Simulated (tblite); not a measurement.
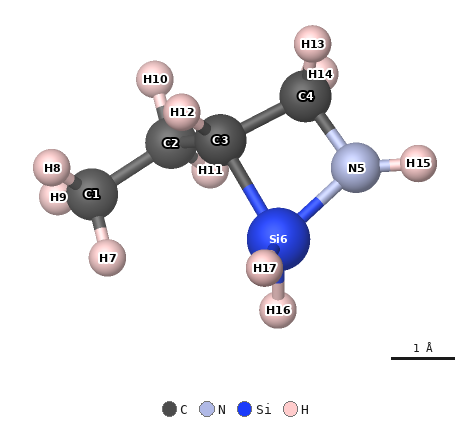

Fig. 1: The structure (ball-and-stick view, seen at a tilt; atoms are numbered from 1 in the order of the input).

C4H11NSi: relaxed scan

C4H11NSi, SMILES CC[C@@H]1CN[SiH2]1, computed with GFN2-xTB relaxed scan under a harmonic restraint, gas phase (tblite 0.8.0).

**The input**
```
{"job": {"xc": "GFN2-xTB", "basis": "xTB", "coordinate": [["t", [14, 3, 5, 4], 0.3333333333333333], ["t", [3, 5, 14, 4], 0.3333333333333333], ["t", [5, 14, 3, 4], 0.3333333333333333]], "kind": "drive"}, "charge": 0, "multiplicity": 1}
C      2.205602     0.212522    -0.416824
C      1.033663    -0.719749    -0.140115
C     -0.062507    -0.018127     0.644269
C     -1.338768    -0.851248     0.850111
N     -2.242190     0.047553     0.152440
Si    -1.133548     1.278558    -0.280440
H      1.869347     1.080807    -0.979826
H      2.643299     0.561006     0.516574
H      2.978404    -0.295711    -0.989585
H      1.388834    -1.591140     0.420183
H      0.626025    -1.080286    -1.087409
H      0.345841     0.322833     1.596145
H     -1.610945    -0.986612     1.902361
H     -1.290675    -1.838456     0.377169
H     -3.230348    -0.133485     0.099380
H     -0.908118     1.437548    -1.719885
H     -1.280917     2.586016     0.366456
```

The first line tells a small driver script what to run in tblite; the rest is the geometry in Å.

Hardware: 1 CPU thread, shared host.

Command:
```bash
OMP_NUM_THREADS=1 python <driver script> task.json out
```

**What the program printed**
```
point  coordinate     E/eV
  0     -3.600     -512.20289
```

**Key numbers**

| quantity | value |
| --- | --- |
| outcome | converged |
| peak memory | 0.18 GiB |
